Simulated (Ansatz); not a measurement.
**FH3OSi: composite energy at a relaxed geometry**

A script is to give a composite energy at a relaxed geometry; the system is FH3OSi. SMILES: O[SiH2]F.

All numbers are computed with Ansatz 0.2.0, driven from Python. The levels of theory stand in the script.

**1. Starting point**

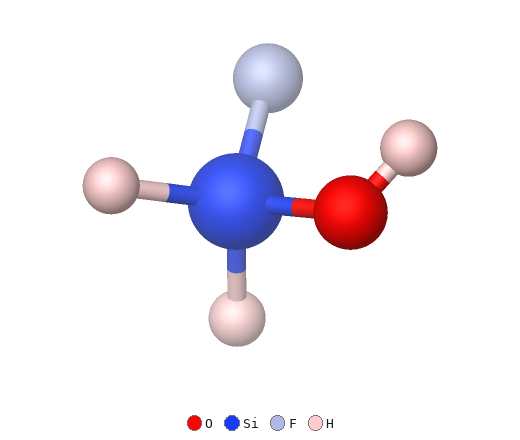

The structure that the script starts from, seen from a chosen angle (oxygen red, silicon blue, fluorine light blue, hydrogen pink).

Input file fh3osi.xyz:

```xyz
6

O    -0.87060    0.11970   -0.89340
Si    0.37620    0.08300    0.11780
F    -0.09210   -0.86610    1.31390
H    -1.60540   -0.34540   -0.60870
H     1.54120   -0.50940   -0.60750
H     0.69270    1.45420    0.63170
```

**2. The code**

File composite.py:

```python
import itertools

import ansatz as az
from ase.data import atomic_numbers, covalent_radii
import numpy as np


def main() -> None:
    system = az.Crystal.molecule_from_extxyz("fh3osi.xyz")

    setup = (
        system.calculation()
        .basis(gaussian="def2-SVP")
        .functional("pbe0")
    )
    symbols = [site.symbol for site in system.cartesian_sites]
    start = np.array([site.position_ang for site in system.cartesian_sites], dtype=float)
    r = setup.relax(force_tolerance=0.01).run().report
    end = np.array(r["positions_ang"])
    radius = [covalent_radii[atomic_numbers[s]] for s in symbols]
    span = lambda where, i, j: np.linalg.norm(where[i] - where[j])
    bonded = [(i, j) for i, j in itertools.combinations(range(len(symbols)), 2) if min(span(start, i, j), span(end, i, j)) < 1.2 * (radius[i] + radius[j])]
    print("pair        before    after (A)")
    for i, j in bonded:
        print(f"{symbols[i]}{i}-{symbols[j]}{j}".ljust(10), f"{span(start, i, j):8.4f} {span(end, i, j):8.4f}")
    for first, second in list(itertools.combinations(bonded, 2)):
        shared = set(first) & set(second)
        if shared and symbols[(j := shared.pop())] != "H":
            i, k = sorted((set(first) | set(second)) - {j})
            u, v = end[i] - end[j], end[k] - end[j]
            angle = np.degrees(np.arccos(np.clip(u @ v / np.linalg.norm(u) / np.linalg.norm(v), -1, 1)))
            print(f"final angle {symbols[i]}{i}-{symbols[j]}{j}-{symbols[k]}{k}: {angle:.2f} deg")

    minimum = az.Crystal.molecule()
    for symbol, place in zip(symbols, end):
        minimum = minimum.atom(symbol, place.tolist())
    at_minimum = minimum.calculation()
    level = lambda method, basis: at_minimum.basis(gaussian=basis).correlation(method).run().report
    small, large, cluster = level("mp2", "cc-pVDZ"), level("mp2", "cc-pVTZ"), level("ccsd_t", "cc-pVDZ")
    corr = lambda each: (each["free_energy_ev"] - each["reference_energy_ev"]) / 27.211386246
    mp2_limit = (27 * corr(large) - 8 * corr(small)) / 19
    pieces = {"HF / cc-pVTZ": large["reference_energy_ev"] / 27.211386246, "MP2 correlation, DZ-TZ limit": mp2_limit, "CCSD(T) - MP2 / cc-pVDZ": corr(cluster) - corr(small)}
    for name, value in pieces.items():
        print(f"{name:32s} {value:14.6f} Ha")
    print(f"{'sum':32s} {sum(pieces.values()):14.6f} Ha")
    print("T1 diagnostic", round(cluster["correlation"]["coupled_cluster"]["t1_diagnostic"], 4))


if __name__ == "__main__":
    main()
```

**3. The calls as engine input**

The package turns the script's settings into the engine's input (first run):

```yaml
crystal:
  periodic: [false, false, false]
  atoms:
    - { symbol: O, position_ang: [-0.8706, 0.1197, -0.8934] }
    - { symbol: Si, position_ang: [0.3762, 0.083, 0.1178] }
    - { symbol: F, position_ang: [-0.0921, -0.8661, 1.3139] }
    - { symbol: H, position_ang: [-1.6054, -0.3454, -0.6087] }
    - { symbol: H, position_ang: [1.5412, -0.5094, -0.6075] }
    - { symbol: H, position_ang: [0.6927, 1.4542, 0.6317] }
basis:
  gaussian:
    orbitals: def2-SVP
hamiltonian:
  xc: pbe0
relax:
  f_tol: 0.01
```

**4. Launch**

Started as:

```console
python composite.py
```

Standard output:

```text
pair        before    after (A)
O0-Si1       1.6057   1.6475
O0-H3        0.9150   0.9615
Si1-F2       1.5971   1.6225
Si1-H4       1.4947   1.4801
Si1-H5       1.4982   1.4883
final angle Si1-O0-H3: 118.13 deg
final angle O0-Si1-F2: 110.50 deg
final angle O0-Si1-H4: 106.45 deg
final angle O0-Si1-H5: 111.86 deg
final angle F2-Si1-H4: 108.51 deg
final angle F2-Si1-H5: 105.91 deg
final angle H4-Si1-H5: 113.61 deg
HF / cc-pVTZ                        -465.180495 Ha
MP2 correlation, DZ-TZ limit          -0.680742 Ha
CCSD(T) - MP2 / cc-pVDZ               -0.030354 Ha
sum                                 -465.891591 Ha
T1 diagnostic 0.012
```

Wall time 18 s (1 thread of Intel Xeon Platinum 8375C at 2.90GHz (Ice Lake), shared host); peak memory 0.28 GiB.

Lines on the test bed's own set-up are left out of the output.

**5. Path of the relaxation of run 0**

Step by step:

```csv
step,E - E(step 1) (eV),largest force component (eV/Å)
1,0.0000,2.5318
2,-0.1281,0.7868
3,-0.1495,0.1002
4,-0.1520,0.2782
5,-0.1578,0.1684
6,-0.1869,0.4642
7,-0.2023,0.3224
8,-0.0851,2.3762
9,-0.2061,0.0686
10,-0.2063,0.0087
```

Step 1 is the start. Step 8 was tried and not accepted.

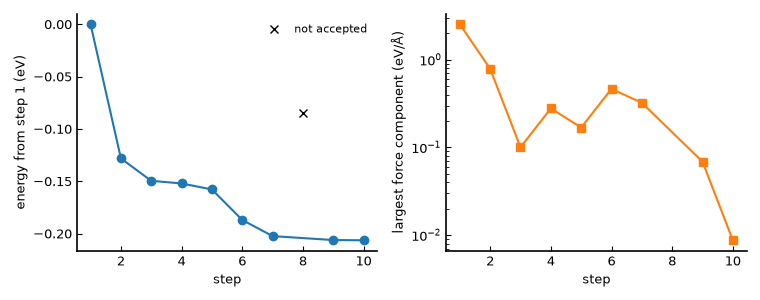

Energy and largest force along the relaxation.

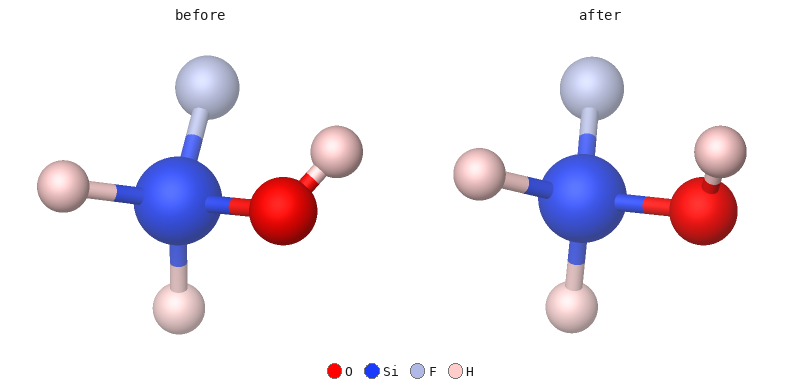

The structure before (left) and after (right) the relaxation, drawn at the same scale.

Before: Bond lengths: O1–Si2 1.606 Å, Si2–F3 1.597 Å, O1–H4 0.915 Å, Si2–H5 1.495 Å, Si2–H6 1.498 Å. Angles: O1–Si2–F3 104.9°, O1–Si2–H5 108.0°, O1–Si2–H6 111.0°, F3–Si2–H5 110.9°, F3–Si2–H6 110.4°, H5–Si2–H6 111.4°, Si2–O1–H4 114.6°.

After: Bond lengths: O1–Si2 1.648 Å, Si2–F3 1.622 Å, O1–H4 0.961 Å, Si2–H5 1.480 Å, Si2–H6 1.488 Å. Angles: O1–Si2–F3 110.5°, O1–Si2–H5 106.4°, O1–Si2–H6 111.9°, F3–Si2–H5 108.5°, F3–Si2–H6 105.9°, H5–Si2–H6 113.6°, Si2–O1–H4 118.1°.

Run 0 is this relaxation; the runs after it count from 1.

**6. Run by run**

One row for each of the 3 runs:

| run | basis | method | energy (eV) | iterations in all | CPU time (s) |
| --- | --- | --- | --- | --- | --- |
| 1 | cc-pVDZ | mp2 | -12668.4978 | 14 | 0.44 |
| 2 | cc-pVTZ | mp2 | -12675.0800 | 14 | 1.6 |
| 3 | cc-pVDZ | ccsd_t | -12669.3238 | 20 | 1.4 |

**7. Summary of results**

| quantity | value |
| --- | --- |
| T1 diagnostic | 0.012 |
| composite energy | -465.891591 Ha |
| runs compared | 3 |

All 3 runs converged, in 14 to 20 cycles. A T1 diagnostic under about 0.02 supports a single-reference treatment, as here. Run 0: After 8 moves the largest shift is 0.495 Å, of atom 4 (H). Notes:
- The sum leaves out core correlation, relativity, the Hartree-Fock basis error and zero-point energy; a DZ-TZ extrapolation is rough.
- Inner cores stay frozen, so this is valence correlation.
- For Al to Cl the sets with a tight d function, cc-pV(X+d)Z, are usual.
